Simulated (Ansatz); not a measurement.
# CH₄ClFSn: basis-set convergence

How large a basis does CH₄ClFSn need? Two functionals are run in growing sets.

Method: one geometry, several basis sets; program: Ansatz 0.2.0, Gaussian basis.

The runs, in order: PBE0-D4/def2-SVP; ωB97M-V/def2-SVP; PBE0-D4/def2-QZVPP; ωB97M-V/def2-QZVPP; the functionals' def2-TZVPP values are taken from earlier runs.

## (1) Structure used throughout

All runs share one geometry, relaxed beforehand with PBE0-D4 in a triple-zeta def2 set. Sn takes the def2 core potential; no spin-orbit term is included.

SMILES `[CH3][SnH]([F])[Cl]`, 8 atoms, charge 0, spin multiplicity 1.

Atoms are counted from 1 here; the program's logs count them from 0.

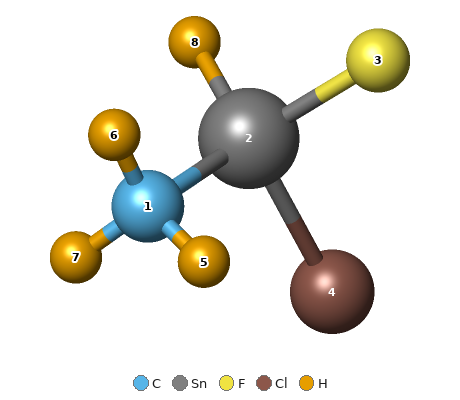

The geometry (carbon blue, tin grey, fluorine yellow, chlorine brown, hydrogen amber); atoms are numbered from 1 in the order of the file.

## (2) PBE0-D4 in def2-SVP

Contents of in.yaml:

```yaml
crystal:
  periodic: [false, false, false]
  atoms:
    - {symbol: C, position_ang: [-0.274081, 1.144825, 0.187290]}
    - {symbol: Sn, position_ang: [0.291330, -0.825624, -0.328324]}
    - {symbol: F, position_ang: [1.796050, -1.250305, 0.784168]}
    - {symbol: Cl, position_ang: [-1.370120, -2.291780, 0.359074]}
    - {symbol: H, position_ang: [-0.471735, 1.169486, 1.258052]}
    - {symbol: H, position_ang: [0.536400, 1.831718, -0.054551]}
    - {symbol: H, position_ang: [-1.174024, 1.424959, -0.359030]}
    - {symbol: H, position_ang: [0.758382, -1.260479, -1.902480]}
basis:
  gaussian: {orbitals: def2-SVP}
hamiltonian: {xc: pbe0, dispersion: d4}
output: {orbitals: {seedname: orbitals}}
```

Started as:

```sh
ansatz run in.yaml --threads 4 --pin off --events-out ev --progress --plain --max-ram 10444MiB
```

The program printed:

```text
Functional definition: PBE0
  name "PBE0"
  cite "Adamo & Barone, J. Chem. Phys. 110, 6158 (1999) doi:10.1063/1.478522"
  cite "Perdew, Burke & Ernzerhof, Phys. Rev. Lett. 77, 3865 (1996) doi:10.1103/PhysRevLett.77.3865"
  parent pbe
  parameter a = 0.25
  parameter kappa = 0.804
  parameter beta = 0.06672455060314922
  exchange = (1 - a)*pbe_x(kappa = kappa, mu = beta*pi^2/3) + a*exact_x
  correlation = pbe_c(beta = beta)
980 factors; integrals over basis functions are off by at most 1.3e-3 eV
mean field evaluation 1: about -22154.0077 eV, gradient 5.3e1 eV
mean field evaluation 2: about -22147.3768 eV, gradient 7.9e1 eV
mean field evaluation 4: about -22160.0145 eV, gradient 3.3e0 eV
mean field evaluation 8: about -22160.1579 eV, gradient 3.1e-1 eV
mean field evaluation 16: about -22160.1582 eV, gradient 1.5e-5 eV
mean field -22160.15818399 eV, -814.3707925670 hartree, gradient 1.5e-5 eV, S^2 0.000000; 0 other end points of the search recorded, 0 dependent functions left out
reference -22160.15821331 eV, -814.3707936446 hartree; 29, 29 occupied and 63, 63 virtual orbitals, 980 factors
Total energy: -22160.30022478 eV, -814.3760124696 hartree
```

Wall time 0.8 s (4 threads of Intel Xeon Platinum 8488C, shared host).

## (3) ωB97M-V in def2-SVP

Edit in.yaml of step 2 so:

```diff
@@ -13,3 +13,3 @@
   gaussian: {orbitals: def2-SVP}
-hamiltonian: {xc: pbe0, dispersion: d4}
+hamiltonian: {xc: {name: wB97M-V}}
 output: {orbitals: {seedname: orbitals}}
```

The command is unchanged.

The program printed, shortened:

```text
Functional definition: wB97M-V
  name "wB97M-V"
  cite "Mardirossian & Head-Gordon, J. Chem. Phys. 144, 214110 (2016) doi:10.1063/1.4952647"
  cite "Becke, J. Chem. Phys. 107, 8554 (1997) doi:10.1063/1.475007"
  cite "Vydrov & Van Voorhis, J. Chem. Phys. 133, 244103 (2010) doi:10.1063/1.3521275"
  # Of w^i u^j: cxij and so on, Table III.
[...]
  gx(w, u) = 1 - cx + cx01*u + cx10*w
  gss(w, u) = css00 + css04*u^4 + css10*w + css20*w^2 + css43*w^4*u^3
  gos(w, u) = cos00 + cos10*w + (cos20 + cos21*u)*w^2 + (cos60 + cos61*u)*w^6
[...]
      + integral(e_c_pw_mod_opposite_spin*gos(b97_w_opposite, b97_u_opposite)) + vv10(b, c)
980 factors; integrals over basis functions are off by at most 1.3e-3 eV
246 factors; integrals over basis functions are off by at most 8.2e-6 eV
[...]
mean field -22164.63671762 eV, -814.5353756422 hartree, gradient 2.9e-5 eV, S^2 0.000000; 0 other end points of the search recorded, 0 dependent functions left out
reference -22164.63676215 eV, -814.5353772788 hartree; 29, 29 occupied and 63, 63 virtual orbitals, 980 factors
Total energy: -22164.63676215 eV, -814.5353772788 hartree
```

Wall time 2.4 s (4 threads of Intel Xeon Platinum 8488C, shared host); peak memory 0.3 GiB.

## (4) PBE0-D4 in def2-QZVPP

Edit in.yaml of step 3 so:

```diff
@@ -12,4 +12,4 @@
 basis:
-  gaussian: {orbitals: def2-SVP}
-hamiltonian: {xc: {name: wB97M-V}}
+  gaussian: {orbitals: "def2-QZVPP.json"}
+hamiltonian: {xc: pbe0, dispersion: d4}
 output: {orbitals: {seedname: orbitals}}
```

Launched as before.

The program printed:

```text
Functional definition: PBE0
  name "PBE0"
  cite "Adamo & Barone, J. Chem. Phys. 110, 6158 (1999) doi:10.1063/1.478522"
  cite "Perdew, Burke & Ernzerhof, Phys. Rev. Lett. 77, 3865 (1996) doi:10.1103/PhysRevLett.77.3865"
  parent pbe
  parameter a = 0.25
  parameter kappa = 0.804
  parameter beta = 0.06672455060314922
  exchange = (1 - a)*pbe_x(kappa = kappa, mu = beta*pi^2/3) + a*exact_x
  correlation = pbe_c(beta = beta)
1441 factors; their error is unknown
mean field evaluation 1: about -22162.1611 eV, gradient 6.4e1 eV
mean field evaluation 2: about -22152.9071 eV, gradient 9.5e1 eV
mean field evaluation 4: about -22170.1592 eV, gradient 5.2e0 eV
mean field evaluation 8: about -22170.2102 eV, gradient 6.1e-2 eV
mean field evaluation 16: about -22170.2886 eV, gradient 7.9e-5 eV
mean field -22170.28861138 eV, -814.7430789069 hartree, gradient 7.9e-5 eV, S^2 0.000000; 0 other end points of the search recorded, 0 dependent functions left out
reference -22170.28864953 eV, -814.7430803089 hartree; 29, 29 occupied and 357, 357 virtual orbitals, 1441 factors
Total energy: -22170.43066099 eV, -814.7482991339 hartree
```

It took 4 s on 4 threads of Intel Xeon Platinum 8488C, shared host; peak memory 1.2 GiB.

## (5) ωB97M-V in def2-QZVPP

Edit in.yaml of step 4 so:

```diff
@@ -13,3 +13,3 @@
   gaussian: {orbitals: "def2-QZVPP.json"}
-hamiltonian: {xc: pbe0, dispersion: d4}
+hamiltonian: {xc: {name: wB97M-V}}
 output: {orbitals: {seedname: orbitals}}
```

Launched as before.

The program printed, shortened:

```text
Functional definition: wB97M-V
  name "wB97M-V"
  cite "Mardirossian & Head-Gordon, J. Chem. Phys. 144, 214110 (2016) doi:10.1063/1.4952647"
  cite "Becke, J. Chem. Phys. 107, 8554 (1997) doi:10.1063/1.475007"
  cite "Vydrov & Van Voorhis, J. Chem. Phys. 133, 244103 (2010) doi:10.1063/1.3521275"
  # Of w^i u^j: cxij and so on, Table III.
[...]
  gx(w, u) = 1 - cx + cx01*u + cx10*w
  gss(w, u) = css00 + css04*u^4 + css10*w + css20*w^2 + css43*w^4*u^3
  gos(w, u) = cos00 + cos10*w + (cos20 + cos21*u)*w^2 + (cos60 + cos61*u)*w^6
[...]
      + integral(e_c_pw_mod_opposite_spin*gos(b97_w_opposite, b97_u_opposite)) + vv10(b, c)
1408 factors; their error is unknown
294 factors; integrals over basis functions are off by at most 3.9e-5 eV
[...]
mean field -22174.88247324 eV, -814.9119002162 hartree, gradient 2.3e-5 eV, S^2 0.000000; 0 other end points of the search recorded, 0 dependent functions left out
reference -22174.88253551 eV, -814.9119025049 hartree; 29, 29 occupied and 357, 357 virtual orbitals, 1408 factors
Total energy: -22174.88253551 eV, -814.9119025049 hartree
```

It took 8.5 s on 4 threads of Intel Xeon Platinum 8488C, shared host; peak memory 1.5 GiB.

## (6) Functionals by basis

The def2-TZVPP values come from earlier runs at the same geometry.

| functional | basis | functions | energy (eV) | from the largest (eV) | HOMO (eV) | LUMO (eV) |
| --- | --- | --- | --- | --- | --- | --- |
| PBE0-D4 | def2-SVP | 92 | -22160.3002 | 10.130 | -8.61 | -0.55 |
| PBE0-D4 | def2-TZVPP | 210 | -22169.7621 | 0.669 | -8.77 | -0.84 |
| PBE0-D4 | def2-QZVPP | 386 | -22170.4307 | 0.000 | -8.79 | -0.92 |
| ωB97M-V | def2-SVP | 92 | -22164.6368 | 10.246 | -10.78 | 1.55 |
| ωB97M-V | def2-TZVPP | 210 | -22174.2366 | 0.646 | -10.97 | 1.09 |
| ωB97M-V | def2-QZVPP | 386 | -22174.8825 | 0.000 | -10.99 | 0.83 |

## (7) Outcome

| quantity | value |
| --- | --- |
| PBE0-D4: double and triple zeta above quadruple | 10.13, 0.67 eV |
| ωB97M-V: double and triple zeta above quadruple | 10.25, 0.65 eV |

For PBE0-D4 the step from double to triple zeta gains 9.46 eV and the next only 0.67 eV. Total energies overstate the basis error of differences, where much of it tends to cancel. The LUMO of ωB97M-V is positive and keeps falling with the basis (1.55 to 0.83 eV): an unbound level that the basis holds in place.

For PBE0-D4 the largest set took about 5 times as long as the smallest (4 s against 0.8 s).
